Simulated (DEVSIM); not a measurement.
Device: abrupt GaAs n-p junction, at 300 K.

```
layer (left to right)  material  thickness (μm)  Nd (cm⁻³)  Na (cm⁻³)  τn (s)  τp (s)
---------------------  --------  --------------  ---------  ---------  ------  ------
1                          GaAs          0.0200     1.1e17          -  9.1e-8  9.1e-8
2                          GaAs           0.790          -     2.3e15  9.1e-8  9.1e-8
```

Left contact: ohmic. Right contact: ohmic. Voltage is applied to the left contact. Recombination: SRH at mid-gap, radiative. Mobility is μmin + (μ − μmin)/(1 + (N/Nref)^α).

This is a model device: material constants are rounded textbook-type values typed into the input, and sizes, dopings and lifetimes were drawn at random. Values at 300 K.

| parameter | GaAs |
|---|---|
| gap (eV) | 1.424 |
| affinity (eV) | 4.07 |
| permittivity | 12.9 |
| Nc (cm⁻³) | 4.7e17 |
| Nv (cm⁻³) | 9e18 |
| μn (cm²/Vs) | 8500 |
| μp (cm²/Vs) | 400 |
| μn,min | 500 |
| μp,min | 20 |
| Nref,n | 6e16 |
| Nref,p | 1.5e17 |
| αn | 0.39 |
| αp | 0.38 |
| B (cm³/s) | 2e-10 |

Simulated with DEVSIM: 1D drift-diffusion, Boltzmann statistics, complete ionisation; no tunnelling, impact ionisation, image-force lowering or self-heating.

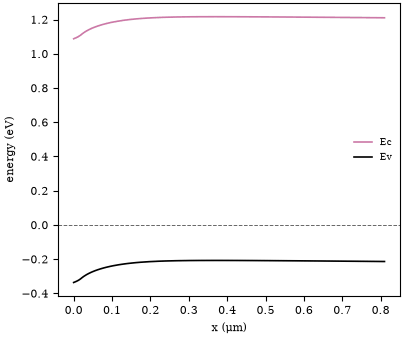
Fig. 1. Band edges at -1.05 V on the left contact

Energies count from the Fermi level of the right contact; mesh points crowd at the junctions.

| x (μm) | Ec (eV) | Ev (eV) | n (cm⁻³) | p (cm⁻³) | field (V/cm) |
|---|---|---|---|---|---|
| 0.000 | 1.087 | -0.336 | 1.1e17 | < 1e2 | 9100 |
| 0.006452 | 1.094 | -0.330 | 8.7e16 | 6.4e12 | 10000 |
| 0.01000 | 1.097 | -0.327 | 7.5e16 | 1.1e13 | 12000 |
| 0.01343 | 1.102 | -0.322 | 6.3e16 | 1.6e13 | 14000 |
| 0.02204 | 1.116 | -0.308 | 3.7e16 | 3.8e13 | 18000 |
| 0.03195 | 1.131 | -0.293 | 2.0e16 | 7.5e13 | 13000 |
| 0.04542 | 1.147 | -0.277 | 1.1e16 | 1.5e14 | 10000 |
| 0.06923 | 1.167 | -0.257 | 5.1e15 | 3.4e14 | 6900 |
| 0.09605 | 1.182 | -0.242 | 2.8e15 | 6.4e14 | 4800 |
| 0.1325 | 1.196 | -0.228 | 1.6e15 | 1.1e15 | 3000 |
| 0.1749 | 1.206 | -0.218 | 1.0e15 | 1.7e15 | 1700 |
| 0.2695 | 1.215 | -0.209 | 6.4e14 | 2.4e15 | 410 |
| 0.3681 | 1.216 | -0.208 | 4.9e14 | 2.6e15 | ≈ 0 |
| 0.4747 | 1.216 | -0.208 | 3.7e14 | 2.6e15 | -120 |
| 0.5895 | 1.214 | -0.210 | 2.5e14 | 2.5e15 | -160 |
| 0.6545 | 1.213 | -0.211 | 1.8e14 | 2.5e15 | -170 |
| 0.7023 | 1.212 | -0.212 | 1.3e14 | 2.4e15 | -180 |
| 0.7336 | 1.212 | -0.212 | 9.0e13 | 2.4e15 | -180 |
| 0.7687 | 1.211 | -0.213 | 4.9e13 | 2.3e15 | -180 |
| 0.7863 | 1.211 | -0.213 | 2.8e13 | 2.3e15 | -190 |
| 0.7993 | 1.210 | -0.214 | 1.3e13 | 2.3e15 | -190 |
| 0.8100 | 1.210 | -0.214 | < 1e2 | 2.3e15 | -190 |
